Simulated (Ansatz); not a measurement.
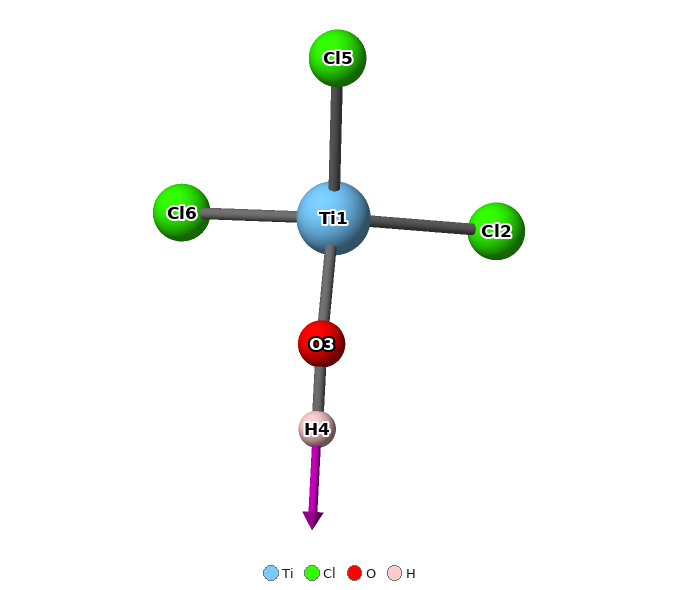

The arrows show one normal mode. The species is neutral and a spin singlet. Harmonic vibrations computed with RKS PBE0-D4/def2-TZVP (Ansatz 0.2.0) at a stationary point of the same level.

> Describe the motion.

Mostly O–H stretching.

> At what wavenumber does it lie?

3933 cm⁻¹; it is mode 12 of 12 counted from the lowest.
